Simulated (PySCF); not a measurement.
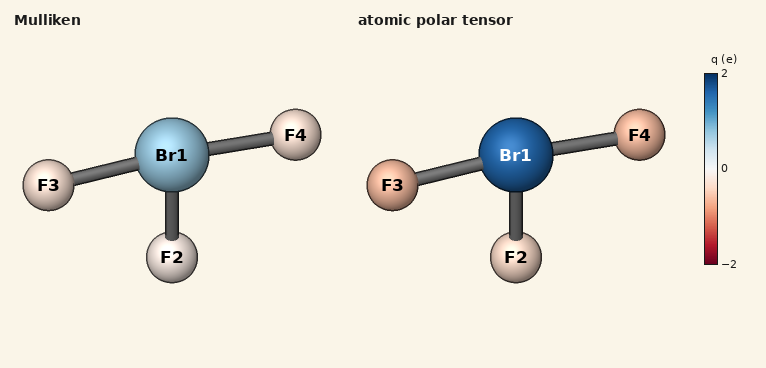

Atomic charges of one calculation by 2 schemes, on one colour scale. The geometry was computed by an optimisation with PBE/def2-TZVP. Computed with PBE/def2-TZVP (PySCF 2.14.0).

Question. Which scheme gives the most polar picture (largest mean size of the charges)?

Answer. The atomic polar tensor charges are the largest in size here.

List the charges (e), one line for each set of equivalent atoms.

| atom | Mulliken | atomic polar tensor |
| --- | --- | --- |
| Br1 | 0.76 | 1.59 |
| F2 | −0.17 | −0.37 |
| F3, F4 | −0.30 | −0.61 |
